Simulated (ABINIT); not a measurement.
**Beyond one shot: TiO2 (Anatase)**

Wanted: G0W0 and self-consistent gaps of TiO2 (Anatase), with the cost of the cycles.

Program: ABINIT 10.8.3. Level of theory: LDA and many-body steps on it, plane waves. Results are calculated unless marked as measured.

**What was measured.**

- Gap 3.2 eV: optical gap from Tauc plot; UV-visible absorption, Tauc plot; powder (multilayered microparticles from annealing Ti3C2Tx MXene in air at 550 C) (“Band Engineering versus Catalysis: Enhancing the Self-Propulsion of Light-Powered MXene-Derived Metal–TiO2 Micromotors To Degrade Polymer Chains”, 2023, pmc:10788834).

- Gap 3.3 eV: indirect optical gap from Tauc plot; spectroscopic ellipsometry, Tauc plot; film (electron-beam evaporated polycrystalline film on Si, about 100 nm, slightly oxygen deficient (about 2 at%)) (“Defective TiO2 with high photoconductive gain for efficient and stable planar heterojunction perovskite solar cells”, 2016, pmc:4992141).

- Gap 3.98 eV: direct quasiparticle gap around Gamma; experiment quoted from earlier work; bulk crystal (anatase, value from earlier experiment) (quoted in “Giant exciton Mott density in anatase TiO2”, 2020, arxiv:2007.10051).

- Gap 3.17 eV: gap from valence band edge and flat band potential; valence-band XPS and Mott-Schottky plots; film (“Enhancement of Titania Photoanode Performance by Sandwiching Copper between Two Titania Layers”, 2020, pmc:7579609).

- Gap 3.18 ± 0.03 eV: direct optical gap from Kubelka-Munk plot; UV-Vis diffuse reflectance; 300 K; powder (“Effect of Ethylene Glycol: Citric Acid Molar Ratio and pH on the Morphology, Vibrational, Optical and Electronic Properties of TiO2 and CuO Powders Synthesized by Pechini Method”, 2022, pmc:9369947).

This is a selection; 13 further reports are not listed.

Report form: the programs' logs are mostly left out.

**1. Starting point**

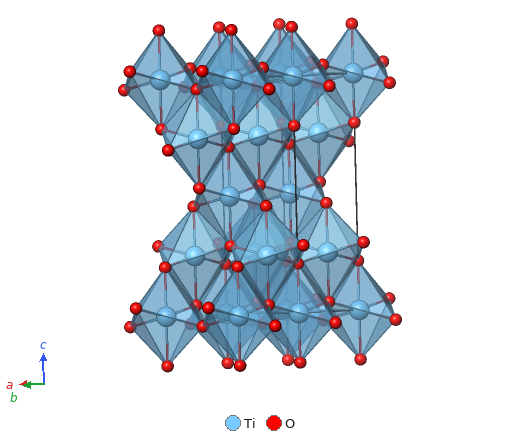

The starting structure, seen from a free direction (titanium blue, oxygen red). 1×2×1 cells are drawn. This picture shows the conventional cell, with its axes. Some periodic images of atoms are drawn too.

The cell and positions come from the Crystallography Open Database and are kept as given unless a step says otherwise.

**2. Empty states on the mesh, 4×4×4 mesh, 127 bands**

This step: ABINIT 10.8.3; DFT, LDA, plane waves, norm-conserving pseudopotentials.

The sums over transitions need many empty states on a uniform mesh; this step solves for them.

File run.abi:

```
acell 3*1.0 Angstrom
rprim 
  -1.892100000000 1.892100000000 4.757300000000
  1.892100000000 -1.892100000000 4.757300000000
  1.892100000000 1.892100000000 -4.757300000000
ntypat 2
znucl 22 8
natom 6
typat 1 1 2 2 2 2
xred 
  0.000000000000 0.000000000000 0.000000000000
  0.750000000000 0.250000000000 0.500000000000
  0.208100000000 0.208100000000 0.000000000000
  0.958100000000 0.458100000000 0.500000000000
  0.541900000000 0.041900000000 0.500000000000
  0.791900000000 0.791900000000 0.000000000000
pp_dirpath "pseudos"
pseudos "Ti.upf, O.upf"
ecut 38
ngkpt 4 4 4
nshiftk 1
shiftk 0 0 0
kptopt 1
chksymbreak 0
iscf -2
irdden 1
istwfk *1
nband 127
nbdbuf 10
tolwfr 1e-09
nstep 60
prtvol 0
indata_prefix "in"
outdata_prefix "out"
tmpdata_prefix "tmp"
```

The run is started by

```bash
$ OMP_NUM_THREADS=1 mpirun -n 4 abinit run.abi > log
```

Elapsed: 1.8 min, on 4 MPI ranks of Arm Neoverse V1, shared host; peak memory 0.47 GiB; 7.3 min of CPU time.

This step gave:

| Quantity | Value |
| --- | --- |
| gap | 2.087 eV |
| k of the valence top | 0.5, 0.5, 0 |
| k of the conduction bottom | 0, 0, 0 |
| least direct gap | 2.398 eV |
| k points computed | 13 |
| lowest point of the top converged band, above the valence top | 61.1704 eV |

On this mesh the gap is 2.087 eV.

The density comes from a self-consistent run that is not shown.

**3. Screening, 4×4×4 mesh, 117 bands, screening to 106.1 eV**

The RPA dielectric matrix is built and inverted for each q.

This step: RPA screening on LDA, plane waves, norm-conserving pseudopotentials.

Changes to run.abi since step 2:

```diff
@@ -24,10 +24,11 @@
 chksymbreak 0
-iscf -2
-irdden 1
 istwfk *1
-nband 127
-nbdbuf 10
-tolwfr 1e-09
-nstep 60
-prtvol 0
+occopt 1
+irdwfk 1
+optdriver 3
+nband 117
+ecuteps 3.9
+inclvkb 2
+awtr 1
+symchi 1
 indata_prefix "in"
```

Elapsed: 27 min, on 4 MPI ranks; peak memory 15 GiB; 1.8 h of CPU time.

Numbers from this step:

- ε∞ with local fields, on this mesh, along the program's q direction: 7.007
- the same without local fields: 7.297
- plasma frequency: 31.17 eV
- plane waves in the screening matrix: 171

Local fields lower ε∞ by 4 %.

**4. G0W0**

The self-energy is evaluated for the states that the input lists, and the levels follow from it, in one-shot runs by the linearised quasiparticle equation.

This step: G0W0 on LDA, plane waves, norm-conserving pseudopotentials.

Changes to run.abi since step 3:

```diff
@@ -27,8 +27,23 @@
 irdwfk 1
-optdriver 3
+optdriver 4
 nband 117
+gwcalctyp 0
+ecutsigx 38
+symsigma 1
+nkptgw 5
+kptgw 
+  0.5000000000 0.5000000000 0.0000000000
+  0.0000000000 0.0000000000 0.0000000000
+  -0.2500000000 -0.2500000000 0.2500000000
+  0.5000000000 0.0000000000 0.0000000000
+  0.5000000000 0.5000000000 0.5000000000
+bdgw 
+  23 26
+  23 26
+  23 26
+  23 26
+  23 26
 ecuteps 3.9
-inclvkb 2
-awtr 1
-symchi 1
+irdscr 1
+ppmodel 1
 indata_prefix "in"
```

Wall time 82 s (4 MPI ranks); peak memory 10 GiB; 5.4 min of CPU time.

Numbers from this step:

* G0W0 gap on the mesh: 3.740 eV
* starting gap on the mesh: 2.087 eV
* k of the valence top: 0.5, 0.5, 0
* k of the conduction bottom: 0, 0, 0
* Z at the valence top: 0.765
* Z at the conduction bottom: 0.788
* least direct G0W0 gap on the computed points: 4.074 eV

The gap on the mesh goes from 2.09 eV to 3.74 eV, a correction of +1.65 eV.

**5. evGW0, cycle 1**

This step: evGW0 on LDA, plane waves, norm-conserving pseudopotentials.

Changes to run.abi since step 4:

```diff
@@ -29,18 +29,34 @@
 nband 117
-gwcalctyp 0
+gwcalctyp 10
 ecutsigx 38
 symsigma 1
-nkptgw 5
+nkptgw 13
 kptgw 
+  0.0000000000 0.0000000000 0.0000000000
+  0.2500000000 0.0000000000 0.0000000000
+  0.5000000000 0.0000000000 0.0000000000
+  0.2500000000 0.2500000000 0.0000000000
+  0.5000000000 0.2500000000 0.0000000000
+  -0.2500000000 0.2500000000 0.0000000000
   0.5000000000 0.5000000000 0.0000000000
-  0.0000000000 0.0000000000 0.0000000000
+  0.2500000000 0.2500000000 0.2500000000
+  -0.2500000000 0.2500000000 0.2500000000
+  0.5000000000 0.5000000000 0.2500000000
+  -0.2500000000 0.5000000000 0.2500000000
   -0.2500000000 -0.2500000000 0.2500000000
-  0.5000000000 0.0000000000 0.0000000000
   0.5000000000 0.5000000000 0.5000000000
 bdgw 
-  23 26
-  23 26
-  23 26
-  23 26
-  23 26
+  13 30
+  13 30
+  13 30
+  13 30
+  13 30
+  13 30
+  13 30
+  13 30
+  13 30
+  13 30
+  13 30
+  13 30
+  13 30
 ecuteps 3.9
```

Run time: 24 min. Hardware: 4 MPI ranks; peak memory 14 GiB; 1.6 h of CPU time.

Numbers from this step:

```yaml
quasiparticle_gap_on_the_mesh: 4.183 eV
gap_of_the_density_functional_on_the_mesh: 2.087 eV
k_of_the_valence_top: 0.5, 0.5, 0
k_of_the_conduction_bottom: 0, 0, 0
z_at_the_valence_top: 0.765
z_at_the_conduction_bottom: 0.788
least_direct_quasiparticle_gap_on_the_computed_points: 4.528 eV
```

Against G0W0 in ABINIT (4×4×4 mesh, 117 bands, screening to 106.1 eV, Godby-Needs plasmon pole), the gap moves by +0.443 eV. This first cycle still uses the starting levels; it takes the full correction, at all points of the mesh, and its linearised value is 3.740 eV.

**6. evGW0, cycle 2**

The corrected levels of the last cycle go back in.

Changes to run.abi since step 5:

```diff
@@ -64,2 +64,3 @@
 ppmodel 1
+irdqps 1
 indata_prefix "in"
```

Elapsed: 25 min, on 4 MPI ranks; peak memory 14 GiB.

This step gave:

```yaml
quasiparticle_gap_on_the_mesh: 4.073 eV
gap_of_the_density_functional_on_the_mesh: 2.087 eV
k_of_the_valence_top: 0.5, 0.5, 0
k_of_the_conduction_bottom: 0, 0, 0
least_direct_quasiparticle_gap_on_the_computed_points: 4.418 eV
```

Against the cycle before, the gap moves by −0.110 eV.

**7. evGW0, cycle 3**

run.abi is that of step 6.

Elapsed: 24 min, on 4 MPI ranks; peak memory 14 GiB; 1.6 h of CPU time.

Numbers from this step:

```
quasiparticle gap on the mesh                         : 4.071 eV
gap of the density functional on the mesh             : 2.087 eV
k of the valence top                                  : 0.5, 0.5, 0
k of the conduction bottom                            : 0, 0, 0
least direct quasiparticle gap on the computed points : 4.415 eV
```

Against the cycle before, the gap moves by −0.002 eV.

**8. The runs together**

Times are wall times on 4 MPI ranks of Arm Neoverse V1, shared host, good to a factor of about two. A run's time includes the screening step that it read.

| run | mesh | bands | screening cutoff (eV) | DFT gap (eV) | gap on the mesh (eV) | direct (eV) | ε∞ used | time |
| --- | --- | --- | --- | --- | --- | --- | --- | --- |
| G0W0 | 4×4×4 | 117 | 106.1 | 2.087 | 3.740 | 4.074 | 7.01 | 29 min |
| evGW0, cycle 1 | 4×4×4 | 117 | 106.1 | 2.087 | 4.183 | 4.528 | 7.01 | 51 min |
| evGW0, cycle 2 | 4×4×4 | 117 | 106.1 | 2.087 | 4.073 | 4.418 | 7.01 | 52 min |
| evGW0, cycle 3 | 4×4×4 | 117 | 106.1 | 2.087 | 4.071 | 4.415 | 7.01 | 51 min |

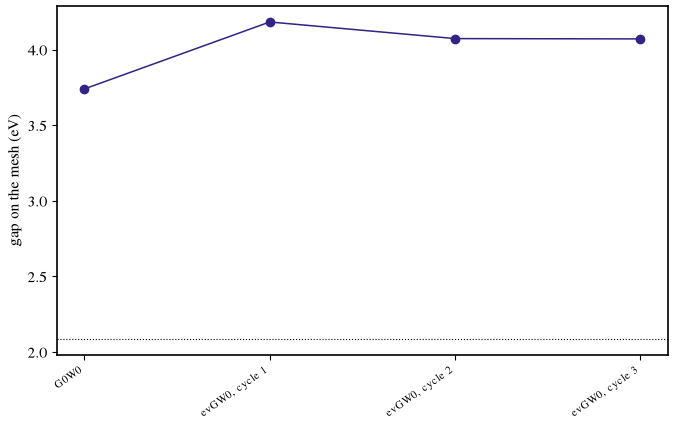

The gap through the cycles; the dotted line is the starting gap.

**9. Outcome**

```json
{
 "G0W0": "3.740 eV",
 "evGW0, cycle 1": "4.183 eV",
 "evGW0, cycle 2": "4.073 eV",
 "evGW0, cycle 3": "4.071 eV",
 "known limits": "not at the basis limit"
}
```

What this shows: Only the bands that the input lists are updated; the others, empty or deep, keep the functional's energies or take a rigid shift. evGW0 ends at 4.07 eV, +0.33 eV from G0W0, after 3 cycles that took 73 min beside the first screening; the last moved the gap by 0.002 eV. The first cycle of evGW0 takes the full correction, without the factor Z, so it overshoots the one-shot value. Against experiment, by evGW0, cycle 3: the gap of 4.07 eV lies +0.87 eV from the measured 3.2 eV (optical, 2023); the gap of 4.07 eV lies +0.77 eV from the measured 3.3 eV (indirect, 2016); the direct gap of 4.41 eV lies +0.43 eV from the measured 3.98 eV (electronic, quoted 2020); the gap of 4.07 eV lies +0.90 eV from the measured 3.17 eV (kind not stated, 2020); the direct gap of 4.41 eV lies +1.23 eV from the measured 3.18 ± 0.03 eV (direct, 300 K, 2022). An exciton line or allowed optical edge lies below the quasiparticle gap by the binding energy; a forbidden edge can push the onset above it. These are gaps on the mesh, at modest bands and cutoff. The calculation has static nuclei and no excitons; a measured gap holds zero-point and thermal motion, which mostly lowers it. Bands and cutoff are finite, so the gap is not at the basis limit. The miss can reach some tenths of an eV and take either sign; the mesh is an error of its own.

[Paths, hosts, dates, memory and timing lines, banners, echoed tables and standing remarks are left out of the program output.]

[Logs are printed without paths, hosts, clocks, repeated set-up lines and the standing remarks that a program may print on its own settings, such as how far it seeks lower states.]

[Runs of the session that timed out or met a known fault of the program may be left out.]

[Hosts, paths, dates, database ids (printed as entryN), source tags and the programs' standing remarks are cut or masked in the printed files.]

[G0W0 gaps are taken among the corrected bands and points alone; a level outside them can change the order at an edge.]

[Where Ansatz stands beside ABINIT at settings called matched, ABINIT's density can come from a denser mesh and the files from another edition; pairs whose starting gaps differed by over 0.03 eV were left out, so agreement reads better than it is.]
